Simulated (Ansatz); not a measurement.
**Phonon calculation of CH10N2Si**

CH10N2Si, computed with RKS LDA/def2-SVP (Ansatz 0.2.0).

It belongs to a series of runs on one base structure; here: vibrations at the highest image of the band. Figures and captions count atoms from 1; the log counts them from 0 in places.

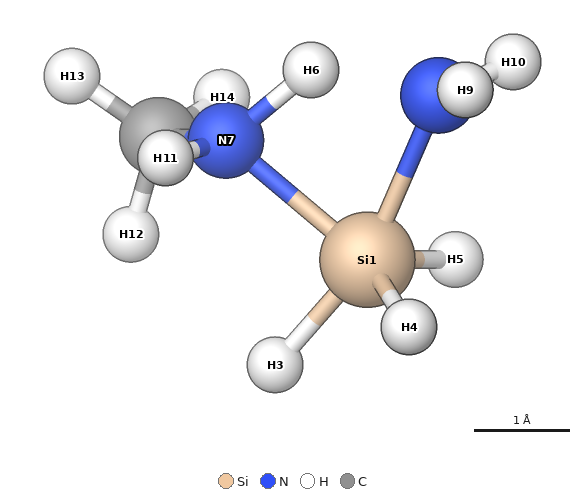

Fig. 1: The structure (ball-and-stick view, seen at a tilt; atoms are numbered from 1 in the order of the input).

**The input**
```yaml
crystal:
  periodic: [false, false, false]
  atoms:
    - { symbol: Si, position_ang: [-0.775434, 0.051615, -0.928691] }
    - { symbol: "N", position_ang: [-0.934125, -1.603129, 0.148597] }
    - { symbol: H, position_ang: [-0.410369, 1.492901, -1.406229] }
    - { symbol: H, position_ang: [-2.285141, 0.176885, -1.069774] }
    - { symbol: H, position_ang: [0.014753, -0.691969, -1.992527] }
    - { symbol: H, position_ang: [-0.119502, -0.730305, 0.905909] }
    - { symbol: "N", position_ang: [0.171169, 0.426611, 0.734028] }
    - { symbol: C, position_ang: [1.513348, 0.931429, 0.569942] }
    - { symbol: H, position_ang: [-1.875738, -1.840862, 0.492915] }
    - { symbol: H, position_ang: [-0.546744, -2.446083, -0.298361] }
    - { symbol: H, position_ang: [-0.403599, 1.052233, 1.32188] }
    - { symbol: H, position_ang: [1.523988, 1.796462, -0.136715] }
    - { symbol: H, position_ang: [1.97211, 1.244677, 1.532191] }
    - { symbol: H, position_ang: [2.155184, 0.139438, 0.126833] }
basis:
  gaussian: { orbitals: def2-SVP }
hamiltonian:
  xc: lda
phonons: {}
```

Run on 2 threads of Intel Xeon (Granite Rapids), 16 GiB of memory available, shared host.

Command:
```bash
ansatz run input.yaml --threads 2 --pin off --max-ram 3072MiB --backend cpu --events-out ev --progress --plain --runs-dir out
```

**Output**
```
Engine: ansatz 0.2.0, x86_64-unknown-linux-gnu
Functional definition: SPW92
  exchange = slater_x
  correlation = pw_c
1278 factors; their error is unknown
mean field evaluation 1: about -11969.9583 eV, gradient 7.8e1 eV
mean field evaluation 2: about -11935.3380 eV, gradient 1.4e2 eV
mean field evaluation 4: about -11983.1562 eV, gradient 8.7e0 eV
mean field evaluation 8: about -11983.3296 eV, gradient 2.8e-1 eV
mean field evaluation 16: about -11983.2547 eV, gradient 2.2e-4 eV
mean field -11983.25471208 eV, -440.3764881271 hartree, gradient 2.2e-5 eV, S^2 0.000000; 0 other end points of the search recorded, 0 dependent functions left out
the calculation of the forces begins
reference -11983.25474914 eV, -440.3764894890 hartree; 22, 22 occupied and 88, 88 virtual orbitals, 1278 factors
these checks for a lower state are left out or cut short: stability, starts, cluster_reference, orbital_swaps, neighbouring_geometries, increment
1278 factors; their error is unknown
mean field -11983.25462957 eV, -440.3764850949 hartree, gradient 1.6e-6 eV, S^2 0.000000; 0 other end points of the search recorded, 0 dependent functions left out
[... from here on the field's lines of each further geometry are left out, up to the last ...]
the calculation of the forces begins
reference -11983.25471977 eV, -440.3764884098 hartree; 22, 22 occupied and 88, 88 virtual orbitals, 1278 factors
these checks for a lower state are left out or cut short: stability, starts, cluster_reference, orbital_swaps, neighbouring_geometries, increment
1278 factors; their error is unknown
mean field -11983.25469054 eV, -440.3764873356 hartree, gradient 1.6e-6 eV, S^2 0.000000; 0 other end points of the search recorded, 0 dependent functions left out
the calculation of the forces begins
reference -11983.25472760 eV, -440.3764886975 hartree; 22, 22 occupied and 88, 88 virtual orbitals, 1278 factors
WARN: phonons: modes at or below zero, which the zero-point energy, F, S and C_V leave out: 1, the lowest at -675.59 cm⁻¹. A minimum has none, and a first-order saddle one
Total energy: -11983.25474914 eV, -440.3764894890 hartree
Atom 0 at    -0.775434     0.051615    -0.928691 Å, force     0.005979     0.013578    -0.002119 eV/Å
Atom 1 at    -0.934125    -1.603129     0.148597 Å, force     0.001926    -0.009642     0.006522 eV/Å
Atom 2 at    -0.410369     1.492901    -1.406229 Å, force    -0.013136    -0.002551    -0.015171 eV/Å
Atom 3 at    -2.285141     0.176885    -1.069774 Å, force     0.002718     0.004999    -0.007199 eV/Å
Atom 4 at     0.014753    -0.691969    -1.992527 Å, force    -0.003583    -0.002907    -0.006109 eV/Å
Atom 5 at    -0.119502    -0.730305     0.905909 Å, force     0.003083    -0.000781     0.003612 eV/Å
Atom 6 at     0.171169     0.426611     0.734028 Å, force     0.018063    -0.004614     0.029221 eV/Å
Atom 7 at     1.513348     0.931429     0.569942 Å, force    -0.017731    -0.010885     0.009014 eV/Å
Atom 8 at    -1.875738    -1.840862     0.492915 Å, force    -0.000853     0.004741    -0.002269 eV/Å
Atom 9 at    -0.546744    -2.446083    -0.298361 Å, force     0.000109     0.002526    -0.003254 eV/Å
Atom 10 at    -0.403599     1.052233     1.321880 Å, force     0.002491     0.000294    -0.003821 eV/Å
Atom 11 at     1.523988     1.796462    -0.136715 Å, force    -0.003719     0.003126    -0.006764 eV/Å
Atom 12 at     1.972110     1.244677     1.532191 Å, force     0.001943     0.001491    -0.000088 eV/Å
Atom 13 at     2.155184     0.139438     0.126833 Å, force     0.002711     0.000624    -0.001575 eV/Å
Dipole moment:     0.155140    -0.152105     0.574969 e Å
Vibrations: -675.59 102.80 164.15 191.95 259.86 319.44 436.40 510.93 535.90 618.98 663.30 683.90 758.83 841.87 938.80 992.16 1042.79 1065.60 1097.87 1142.53 1263.11 1356.90 1389.07 1405.89 1456.80 1622.95 1841.57 1858.45 2051.24 2080.79 2927.87 3020.06 3055.23 3413.08 3419.44 3519.15 cm⁻¹, zero-point energy 2.978700 eV
```

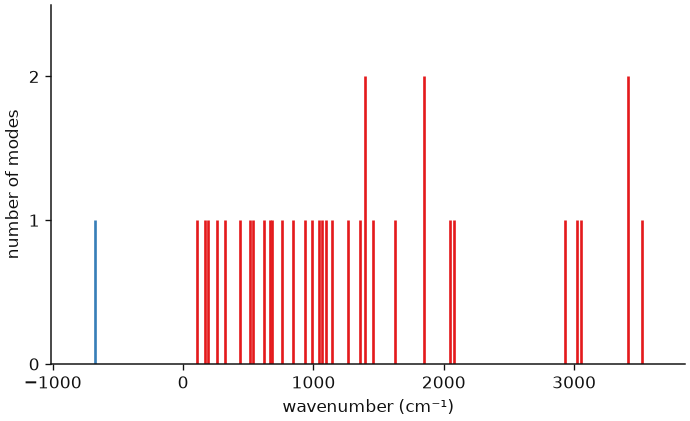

Fig. 2: Harmonic vibrational wavenumbers from the force constants; neighbouring modes closer than 19 cm⁻¹ are counted in one stick, and imaginary ones are drawn at negative wavenumbers. 36 modes from 676i to 3519 cm⁻¹, 1 imaginary beyond 8i (676i cm⁻¹): a first-order saddle point, if the geometry is stationary.

**Key numbers**

| quantity | value |
| --- | --- |
| outcome | converged |
| total energy | −11983.2547 eV |
| mean-field energy | −11983.2547 eV |
| largest force (length of the vector) | 0.035 eV/Å |
| wall time | 46 s (CPU time 87 s) |
| peak memory | 0.15 GiB |
